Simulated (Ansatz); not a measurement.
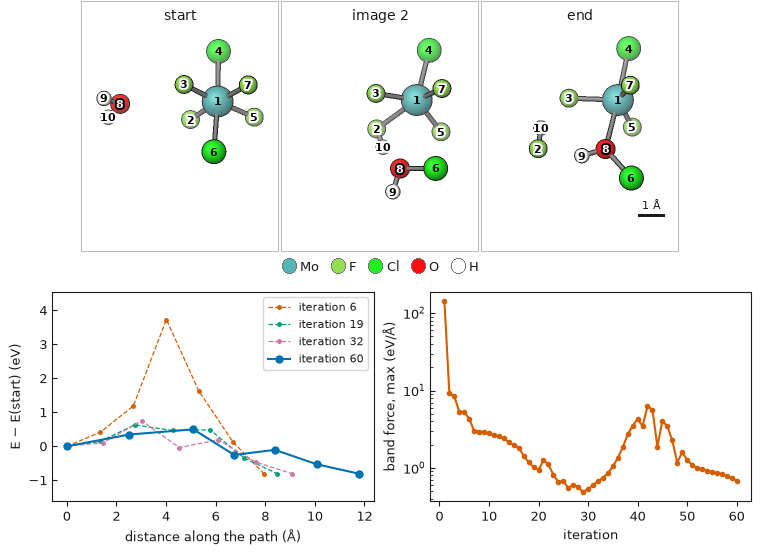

NEB run on MoH2OCl2F4, made up at the start of MoCl2F4 and H₂O. Images are numbered from 0 (start) to 6 (end). The plot follows the band through its iterations. A ball-and-stick model, seen from a free direction.

Level of theory: RHF/def2-SVP (Ansatz 0.2.0). Settings: 5 movable images; climbing image; force threshold 0.03 eV/Å; iteration limit 60; optimiser FIRE; largest step 0.5 Å; starting path through a guess of the saddle point.

Q: Judge this run.

A: The result isn't final. The band hadn't converged when the run stopped after 60 iterations. The largest component of the band force went from 140 to 0.68 eV/Å. The barrier read from it is provisional: over the last two iterations the highest image moved from 0.57 eV to 0.50 eV. The step length is far from the usual. The first iteration put the highest image at 27.66 eV. The highest point, image 2, lies 0.50 eV above the start and 1.31 eV above the end; the end is at −0.80 eV relative to the start. The profile has 2 maxima (images 2, 4) with a dip at image 3 (−0.25 eV), which on an unconverged band is provisional.

Limits of the set-up: the start holds two separate molecules, 3.0 Å apart at their closest, whose relative position is a soft coordinate and is computed without a dispersion correction; Hartree-Fock leaves out electron correlation.

Cost: 13 min on 4 threads of Arm Neoverse V2, with other jobs on the host, peak memory 0.53 GiB.
